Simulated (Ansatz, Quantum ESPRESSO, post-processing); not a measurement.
# Gate doping of 2H-MoTe2, 1 layer, part 5 of 7

Wanted: induced charge and band edges of 2H-MoTe2, 1 layer beside a charged plate.

Quantum ESPRESSO 7.5; plane-wave DFT, PBE, PseudoDojo fully relativistic norm-conserving pseudopotentials; geometry by Ansatz 0.2.0 with PAW datasets.

So far. Step 7 (Self-consistent run: charge -0.0218 e against a gate): The run needed 13 iterations to bring the estimated error under 1e-07 Ry. Step 8 (Density by pp.x): The density integrates to 46.022 electrons, as the 46.02 of the input ask.

## Step 12: Valence density

Contents of g2.rho.in:

```
&inputpp
  prefix = 'g2'
  outdir = './out'
  filplot = 'g2.rho.dat'
  plot_num = 0
/
```

The run is started by

```sh
$ OMP_NUM_THREADS=1 mpirun -n 8 pp.x -in g2.rho.in > g2.rho.out
```

Elapsed: 1.3 s, on 8 MPI ranks of Arm Neoverse N1, shared host; peak memory 0.13 GiB.

Read from the output:

- electrons by integration: 46.07 e

## Step 13: Potential by pp.x

The vacuum level is read from the electrostatic potential (plot_num = 11), averaged over planes.

Contents of g2.pot.in:

```
&inputpp
  prefix = 'g2'
  outdir = './out'
  filplot = 'g2.pot.dat'
  plot_num = 11
/
```

The run is started by

```sh
$ OMP_NUM_THREADS=1 mpirun -n 8 pp.x -in g2.pot.in > g2.pot.out
```

Wall time 1.2 s (8 MPI ranks); peak memory 0.13 GiB; 8.9 s of CPU time.

## Step 14: Band structure: charge -0.0655 e against a gate

Contents of g2.bands.in:

```
&control
  prefix = 'g2.bands'
  outdir = './out'
  pseudo_dir = './pseudo'
  calculation = 'bands'
  tefield = .true.
  dipfield = .true.
  gate = .true.
/
&system
  ibrav = 0
  nat = 3
  ntyp = 2
  ecutwfc = 72
  ecutrho = 288
  occupations = 'smearing'
  smearing = 'fd'
  degauss = 0.002
  edir = 3
  emaxpos = 0.213032
  eopreg = 0.01
  eamp = 0.0
  zgate = 0.225032
  block = .true.
  block_1 = 0.147435
  block_2 = 0.302629
  block_height = 2.0
  tot_charge = -0.0655
  nbnd = 58
  noncolin = .true.
  lspinorb = .true.
/
&electrons
  conv_thr = 1e-07
  mixing_beta = 0.4
  electron_maxstep = 120
  mixing_mode = 'local-TF'
/
ATOMIC_SPECIES
  Te  127.6000  Te.dojo-fr-pbe-0.4-standard.upf
  Mo  95.9500  Mo.dojo-fr-pbe-0.4-standard.upf
CELL_PARAMETERS angstrom
  3.55494921264795 0.00000000000000 -0.00000000000000
  -1.77747460632398 3.07867632731662 0.00000000000000
  -0.00000000000000 -0.00000000000000 25.77410263060000
ATOMIC_POSITIONS crystal
  Te  0.333333333333 0.666666666667 0.429852891555
  Mo  0.000000000000 -0.000000000000 0.499999994385
  Te  0.333333333333 0.666666666667 0.570147114060
K_POINTS crystal_b
4
  0.0000000000 0.0000000000 0.0000000000 14
  0.5000000000 0.0000000000 0.0000000000 14
  0.3333333333 0.3333333333 0.0000000000 14
  0.0000000000 0.0000000000 0.0000000000 1
```

The run is started by

```sh
$ cp -r out/g2.save out/g2.bands.save
$ cp out/g2.xml out/g2.bands.xml
$ OMP_NUM_THREADS=1 mpirun -n 8 pw.x -nk 8 -in g2.bands.in > g2.bands.out
```

The log of the run:

```text
[banner, memory and clock lines left out]
Program PWSCF v.7.5 starts
[citation notice left out]

[...]
Message from routine setup:
[...]
bravais-lattice index     =            0
     lattice parameter (alat)  =       6.7179  a.u.
     unit-cell volume          =    1903.6083 (a.u.)^3
     number of atoms/cell      =            3
     number of atomic types    =            2
     number of electrons       =        46.07
     number of Kohn-Sham states=           58
     kinetic-energy cutoff     =      72.0000  Ry
     charge density cutoff     =     288.0000  Ry
     Exchange-correlation= PBE
                           (   1   4   3   4   0   0   0)
     Non magnetic calculation with spin-orbit

[...]
PseudoPot. # 1 for Te read from file:
     ./pseudo/Te.dojo-fr-pbe-0.4-standard.upf
     Pseudo is Norm-conserving + core correction, Zval = 16.0
     Generated using ONCVPSP code by D. R. Hamann
     Using radial grid of 1324 points, 10 beta functions with:
                l(1) =   0
                l(2) =   0
                l(3) =   1
                l(4) =   1
                l(5) =   1
                l(6) =   1
                l(7) =   2
                l(8) =   2
                l(9) =   2
               l(10) =   2

     PseudoPot. # 2 for Mo read from file:
     ./pseudo/Mo.dojo-fr-pbe-0.4-standard.upf
     Pseudo is Norm-conserving + core correction, Zval = 14.0
     Generated using ONCVPSP code by D. R. Hamann
     Using radial grid of 1640 points, 10 beta functions with:
                l(1) =   0
                l(2) =   0
                l(3) =   1
                l(4) =   1
                l(5) =   1
                l(6) =   1
                l(7) =   2
                l(8) =   2
                l(9) =   2
               l(10) =   2

     atomic species   valence    mass     pseudopotential
     Te               16.00   127.60000     Te( 1.00)
     Mo               14.00    95.95000     Mo( 1.00)

      6 Sym. Ops. (no inversion) found

                                    s                        frac. trans.

      isym =  1     identity

 cryst.   s( 1) = (     1          0          0      )
                  (     0          1          0      )
                  (     0          0          1      )

 cart.    s( 1) = (  1.0000000  0.0000000  0.0000000 )
                  (  0.0000000  1.0000000  0.0000000 )
                  (  0.0000000  0.0000000  1.0000000 )

      isym =  2     120 deg rotation - cryst. axis [0,0,1]

 cryst.   s( 2) = (     0          1          0      )
                  (    -1         -1          0      )
                  (     0          0          1      )

 cart.    s( 2) = ( -0.5000000 -0.8660254  0.0000000 )
                  (  0.8660254 -0.5000000  0.0000000 )
                  (  0.0000000  0.0000000  1.0000000 )

      isym =  3     120 deg rotation - cryst. axis [0,0,-1]

 cryst.   s( 3) = (    -1         -1          0      )
                  (     1          0          0      )
                  (     0          0          1      )

 cart.    s( 3) = ( -0.5000000  0.8660254  0.0000000 )
                  ( -0.8660254 -0.5000000  0.0000000 )
                  (  0.0000000  0.0000000  1.0000000 )

      isym =  4     inv. 180 deg rotation - cart. axis [1,0,0]

 cryst.   s( 4) = (    -1          0          0      )
                  (     1          1          0      )
                  (     0          0          1      )

 cart.    s( 4) = ( -1.0000000 -0.0000000  0.0000000 )
                  (  0.0000000  1.0000000  0.0000000 )
                  (  0.0000000  0.0000000  1.0000000 )

      isym =  5     inv. 180 deg rotation - cryst. axis [0,1,0]

 cryst.   s( 5) = (     1          1          0      )
                  (     0         -1          0      )
                  (     0          0          1      )

 cart.    s( 5) = (  0.5000000  0.8660254  0.0000000 )
                  (  0.8660254 -0.5000000  0.0000000 )
                  (  0.0000000  0.0000000  1.0000000 )

      isym =  6     inv. 180 deg rotation - cryst. axis [1,1,0]

 cryst.   s( 6) = (     0         -1          0      )
                  (    -1          0          0      )
                  (     0          0          1      )

 cart.    s( 6) = (  0.5000000 -0.8660254  0.0000000 )
                  ( -0.8660254 -0.5000000  0.0000000 )
                  (  0.0000000  0.0000000  1.0000000 )

[...]
number of k points=    43  Fermi-Dirac smearing, width (Ry)=  0.0020
[...]
Dense  grid:   156743 G-vectors     FFT dimensions: (  40,  40, 270)

     Dynamical RAM for                 wfc:      34.76 MB

     Dynamical RAM for     wfc (w. buffer):      34.76 MB

     Dynamical RAM for           str. fact:       4.78 MB

     Dynamical RAM for           local pot:       0.00 MB

     Dynamical RAM for          nlocal pot:      30.57 MB

     Dynamical RAM for                qrad:       7.14 MB

     Dynamical RAM for          rho,v,vnew:      68.25 MB

     Dynamical RAM for           G-vectors:      10.16 MB

     Dynamical RAM for          h,s,v(r/c):       0.62 MB

     Dynamical RAM for          <psi|beta>:       0.18 MB

     Dynamical RAM for                 psi:      69.52 MB

     Dynamical RAM for                hpsi:      69.52 MB

     Dynamical RAM for      wfcinit/wfcrot:      52.22 MB

     Adding charged plate to compensate the charge of the system - add_gatefield
     see PRB 89, 245406 (2014), works only for 2D systems perpendicular to z
                                i.e. 3rd lattice vector is (0,0,c)

        prefactor of the potential in [Ha a.u.]:    -0.010530
               position of the gate within cell:     0.22503
         ion-gate + gate-gate contribution to the total energy:    -9.233952
                         gate-gate contribution:     0.005599

        Adding potential to prevent charge spilling into region of the gate
        Potential is linearly increased and decreased within the first/last eopreg of block_size
        block_size =  0.15519 in units of unit cell length
        block_height =  2.00000 in Ry

     The potential is recalculated from file :
     ./out/g2.bands.save/charge-density

     Adding external electric field

     Computed dipole along edir(3) :
        Elec. dipole         -3.2318 Ry au,         -8.2144 Debye
        Ion. dipole          -3.2351 Ry au,         -8.2228 Debye
        Dipole               -0.5020 Ry au,         -1.2759 Debye
        Dipole field         -0.0033 Ry au,

        Potential amp.        0.3196 Ry
        Total length         48.2189 bohr

     Starting wfcs are   56 randomized atomic wfcs +    2 random wfcs

     Band Structure Calculation
     Davidson diagonalization with overlap

     Computing kpt #:     1  of     6 on this pool

     Computing kpt #:     2  of     6 on this pool

     Computing kpt #:     3  of     6 on this pool

     Computing kpt #:     4  of     6 on this pool

     Computing kpt #:     5  of     6 on this pool

     Computing kpt #:     6  of     6 on this pool

     ethr =  2.17E-10,  avg # of iterations = 46.2

     End of band structure calculation

          k = 0.0000 0.0000 0.0000 ( 19553 PWs)   bands (ev):

   -60.4966 -60.4966 -37.2506 -37.2506 -37.2053 -37.2053 -37.1851 -37.1851
   -37.1342 -37.1342 -36.3114 -36.3114 -35.7891 -35.7891 -35.7582 -35.7582
   -35.7334 -35.7334 -35.7207 -35.7207 -35.6882 -35.6882 -35.6574 -35.6574
   -33.8279 -33.8279 -33.7497 -33.7497 -12.4097 -12.4097 -11.4769 -11.4769
    -4.8321  -4.8321  -1.8668  -1.8668  -1.4614  -1.4614  -1.3837  -1.3837
    -0.8954  -0.8954  -0.5883  -0.5883  -0.2759  -0.2759   2.8318   2.8318
     3.1355   3.1355   3.4769   3.4769   3.7367   3.7367   4.4404   4.4404
     5.1418   5.1418

          k = 0.0357 0.0206 0.0000 ( 19539 PWs)   bands (ev):

   -60.4965 -60.4965 -37.2505 -37.2505 -37.2053 -37.2052 -37.1851 -37.1851
   -37.1342 -37.1341 -36.3124 -36.3119 -35.7905 -35.7877 -35.7581 -35.7581
   -35.7336 -35.7333 -35.7206 -35.7206 -35.6879 -35.6879 -35.6587 -35.6560
   -33.8278 -33.8278 -33.7507 -33.7507 -12.3926 -12.3923 -11.4649 -11.4648
    -4.8135  -4.8127  -1.8906  -1.8894  -1.4806  -1.4802  -1.4023  -1.4014
    -0.9034  -0.8927  -0.5941  -0.5925  -0.2828  -0.2693   2.8028   2.8038
     3.0611   3.0711   3.4353   3.4355   3.6424   3.6427   4.4742   4.4911
     5.1644   5.1930

[...]
```

The job ended after 6.9 min (8 MPI ranks; peak memory 2.7 GiB; 55 min of CPU time).

Numbers from this step:

```
valence top, on the run's zero       : 0.2696 eV
conduction bottom, on the run's zero : 1.232 eV
gap by band count                    : 0.9622 eV
```

Band numbers count within the set of bands kept for display. The electronic bands at the labelled points (eV, zero at the Fermi level; # counts the bands kept):

| point | #11 | #12 | #13 | #14 | #15 | #16 | #17 | #18 |
| --- | --- | --- | --- | --- | --- | --- | --- | --- |
| Γ | -1.93 | -1.93 | -1.62 | -1.62 | 1.49 | 1.49 | 1.79 | 1.79 |
| M | -1.93 | -1.93 | -1.50 | -1.50 | 0.21 | 0.21 | 0.54 | 0.54 |
| K | -2.97 | -2.94 | -1.29 | -1.08 | -0.11 | -0.08 | 0.62 | 0.69 |
| Γ | -1.93 | -1.93 | -1.62 | -1.62 | 1.49 | 1.49 | 1.79 | 1.79 |

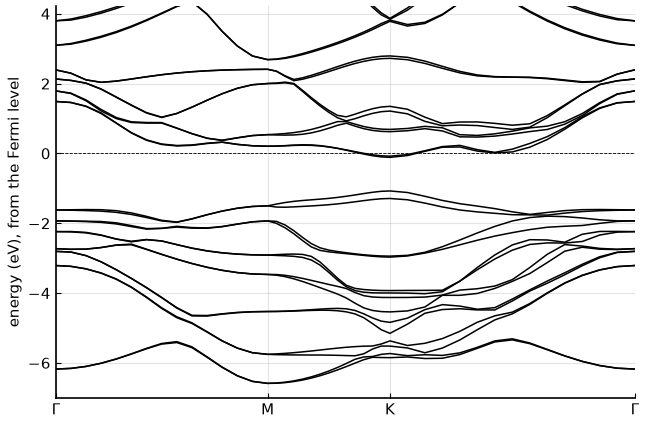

Electronic bands along the path.

An edge by band count lies at the Fermi level or within reach of the smearing, so that band is partly filled.

Along this path the valence top lies at K and the conduction bottom at K.

## Step 15: Induced charge

Table of planar mean by z:

| z (Å) | planar mean (e/Å³) |
| --- | --- |
| 5.0 | -1.9e-7 |
| 7.5 | -8.2e-5 |
| 10.0 | 0.00373 |
| 12.5 | -7.6e-4 |
| 15.0 | -1.0e-5 |
| 17.5 | 1.1e-6 |
| 20.0 | 3.0e-8 |

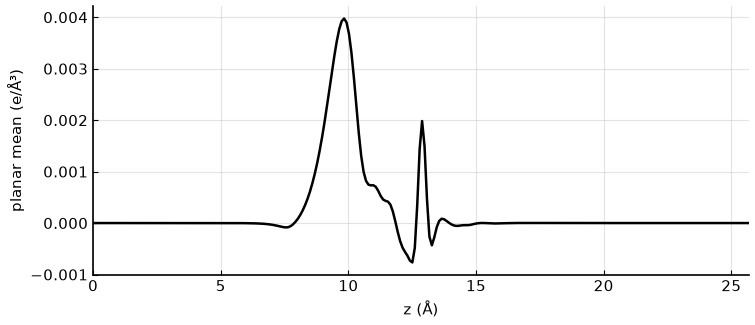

Planar mean against z.

The running integral, electrons below z by z:

| z (Å) | running integral, electrons below z (e/Å²) |
| --- | --- |
| 4 | -6.4e-9 |
| 6 | -1.1e-6 |
| 8 | -5.6e-5 |
| 10 | 0.00403 |
| 12 | 0.00592 |
| 14 | 0.00603 |
| 16 | 0.00598 |
| 18 | 0.00598 |
| 20 | 0.00598 |
| 22 | 0.00598 |
| 24 | 0.00598 |

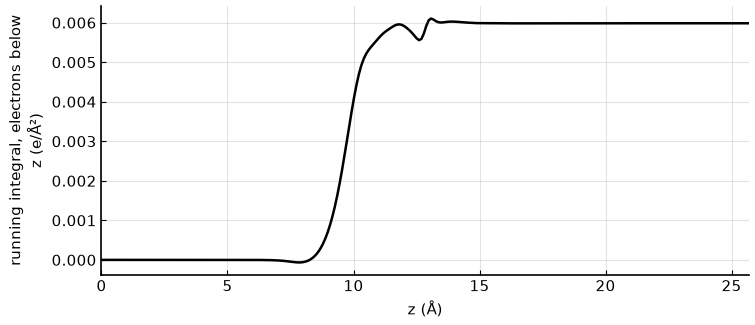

Running integral, electrons below z, plotted against z.

## Step 16: Ground state: charge -0.131 e against a gate

Contents of g3.in:

```
&control
  prefix = 'g3'
  outdir = './out'
  pseudo_dir = './pseudo'
  calculation = 'scf'
  tprnfor = .true.
  tefield = .true.
  dipfield = .true.
  gate = .true.
/
&system
  ibrav = 0
  nat = 3
  ntyp = 2
  ecutwfc = 72
  ecutrho = 288
  occupations = 'smearing'
  smearing = 'fd'
  degauss = 0.002
  edir = 3
  emaxpos = 0.213032
  eopreg = 0.01
  eamp = 0.0
  zgate = 0.225032
  block = .true.
  block_1 = 0.147435
  block_2 = 0.302629
  block_height = 2.0
  tot_charge = -0.131
  nbnd = 58
  noncolin = .true.
  lspinorb = .true.
/
&electrons
  conv_thr = 1e-07
  mixing_beta = 0.4
  electron_maxstep = 120
  mixing_mode = 'local-TF'
  startingpot = 'file'
/
ATOMIC_SPECIES
  Te  127.6000  Te.dojo-fr-pbe-0.4-standard.upf
  Mo  95.9500  Mo.dojo-fr-pbe-0.4-standard.upf
CELL_PARAMETERS angstrom
  3.55494921264795 0.00000000000000 -0.00000000000000
  -1.77747460632398 3.07867632731662 0.00000000000000
  -0.00000000000000 -0.00000000000000 25.77410263060000
ATOMIC_POSITIONS crystal
  Te  0.333333333333 0.666666666667 0.429852891555
  Mo  0.000000000000 -0.000000000000 0.499999994385
  Te  0.333333333333 0.666666666667 0.570147114060
K_POINTS automatic
  12 12 1 0 0 0
```

The run is started by

```sh
$ cp -r out/g2.save out/g3.save
$ OMP_NUM_THREADS=1 mpirun -n 8 pw.x -nk 8 -in g3.in > g3.out
```

The log of the run:

```text
[banner, memory and clock lines left out]
Program PWSCF v.7.5 starts
[...]
Message from routine setup:
[...]
number of electrons       =        46.13
     number of Kohn-Sham states=           58
     kinetic-energy cutoff     =      72.0000  Ry
     charge density cutoff     =     288.0000  Ry
[...]
number of k points=    19  Fermi-Dirac smearing, width (Ry)=  0.0020
[...]
Dense  grid:   156743 G-vectors     FFT dimensions: (  40,  40, 270)
[...]
The initial density is read from file :
[...]
Starting wfcs are   56 randomized atomic wfcs +    2 random wfcs
[...]
negative rho (up, down):  3.632E-03 0.000E+00
[...]
estimated scf accuracy    <       0.64949598 Ry
[...]
negative rho (up, down):  1.314E-02 0.000E+00
[...]
estimated scf accuracy    <       0.33961568 Ry
[...]
negative rho (up, down):  1.344E-02 0.000E+00
[...]
estimated scf accuracy    <       0.01475576 Ry
[...]
negative rho (up, down):  1.253E-02 0.000E+00
[...]
estimated scf accuracy    <       0.00188862 Ry
[...]
negative rho (up, down):  1.070E-02 0.000E+00
[...]
estimated scf accuracy    <       0.00120266 Ry
[...]
negative rho (up, down):  8.828E-03 0.000E+00
[...]
estimated scf accuracy    <       0.00048140 Ry
[...]
negative rho (up, down):  6.399E-03 0.000E+00
[...]
estimated scf accuracy    <       0.00027152 Ry
[...]
negative rho (up, down):  4.656E-03 0.000E+00
[...]
estimated scf accuracy    <       0.00019206 Ry
[...]
negative rho (up, down):  3.101E-03 0.000E+00
[...]
estimated scf accuracy    <       0.00014278 Ry
[...]
negative rho (up, down):  2.064E-03 0.000E+00
[...]
estimated scf accuracy    <       0.00008311 Ry
[...]
negative rho (up, down):  1.318E-03 0.000E+00
[...]
estimated scf accuracy    <       0.00003007 Ry
[...]
negative rho (up, down):  7.506E-04 0.000E+00
[...]
estimated scf accuracy    <       0.00000580 Ry
[...]
negative rho (up, down):  1.693E-04 0.000E+00
[...]
estimated scf accuracy    <       0.00000219 Ry
[...]
negative rho (up, down):  1.029E-04 0.000E+00
[...]
Total length         48.2189 bohr
[...]
estimated scf accuracy    <       0.00000021 Ry
[...]
Computed dipole along edir(3) :
[...]
Dipole               -0.9725 Ry au,         -2.4719 Debye
        Dipole field         -0.0064 Ry au,
        Potential amp.        0.6191 Ry
        Total length         48.2189 bohr
[...]
the Fermi energy is     1.6639 ev
!    total energy              =    -575.54134570 Ry
     estimated scf accuracy    <       0.00000009 Ry
     smearing contrib. (-TS)   =      -0.00047080 Ry
     internal energy E=F+TS    =    -575.54087490 Ry
[...]
one-electron contribution =   -3616.15601729 Ry
     hartree contribution      =    1811.09416149 Ry
     xc contribution           =    -119.18154239 Ry
     ewald contribution        =    1367.14178857 Ry
     electric field correction =       0.00624332 Ry
     gate field correction     =     -18.44550861 Ry
     convergence has been achieved in  15 iterations
[...]
Total force =     0.006520     Total SCF correction =     0.001763
[...]
```

The job ended after 8.7 min (8 MPI ranks; peak memory 3.9 GiB).

Read from the output:

```
Fermi energy : 1.664 eV
```

## Step 17: Valence density

Contents of g3.rho.in:

```
&inputpp
  prefix = 'g3'
  outdir = './out'
  filplot = 'g3.rho.dat'
  plot_num = 0
/
```

The run is started by

```sh
$ OMP_NUM_THREADS=1 mpirun -n 8 pp.x -in g3.rho.in > g3.rho.out
```

Run time: 1.2 s. Hardware: 8 MPI ranks; peak memory 0.13 GiB; 8.9 s of CPU time.

Numbers from this step:

* electrons by integration: 46.13 e

## Step 18: Potential by pp.x

Contents of g3.pot.in:

```
&inputpp
  prefix = 'g3'
  outdir = './out'
  filplot = 'g3.pot.dat'
  plot_num = 11
/
```

The run is started by

```sh
$ OMP_NUM_THREADS=1 mpirun -n 8 pp.x -in g3.pot.in > g3.pot.out
```

It took 1.2 s on 8 MPI ranks; peak memory 0.13 GiB.

Each curve counts from the Fermi level of its own run.

The potential energy (2.0×10¹³ electrons per cm²) oscillates, so the rows of the table below give means over windows of 2 Å about each position, cut where the curve ends. Its maxima inside the range that stand out by 2 % of the span (Å: eV): 5.4: 31.0, 12.0: -5.16, 13.7: -5.15. Its minima: 11.1: -16.4, 12.9: -25.7, 14.7: -16.4.

The runs together. Table of potential energy by z; means over each step:

| z (Å) | 2.0×10¹³ electrons per cm² (eV) | 6.0×10¹³ electrons per cm² (eV) | 1.20×10¹⁴ electrons per cm² (eV) |
| --- | --- | --- | --- |
| 0 | 3.76 | 3.69 | 3.73 |
| 2 | 3.76 | 3.69 | 3.73 |
| 4 | 18.3 | 18.2 | 18.3 |
| 6 | 30.0 | 28.3 | 25.8 |
| 8 | 12.2 | 10.8 | 9.11 |
| 10 | -2.61 | -2.88 | -3.12 |
| 12 | -13.3 | -13.4 | -13.4 |
| 14 | -12.2 | -12.2 | -12.2 |
| 16 | -0.395 | -0.463 | -0.433 |
| 18 | 3.74 | 3.67 | 3.71 |
| 20 | 3.76 | 3.69 | 3.73 |
| 22 | 3.76 | 3.69 | 3.73 |
| 24 | 3.76 | 3.69 | 3.73 |

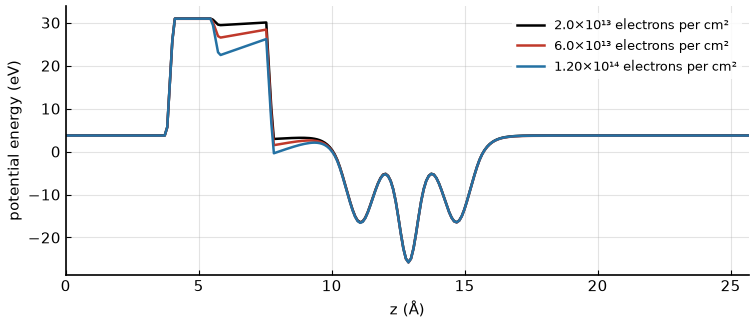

Potential energy, plotted against z.

(Part 5 of 7 ends here.)

[Logs are printed without paths, hosts, clocks, repeated set-up lines and the standing remarks that a program may print on its own settings, such as how far it seeks lower states.]

[Hosts, paths, dates, database ids (printed as entryN), source tags and the programs' standing remarks are cut or masked in the printed files.]

[Maps of the electrostatic potential energy from Ansatz leave out the sawtooth potential of an applied field or a dipole correction, so their vacuum need not be flat; planar profiles and work functions include it.]
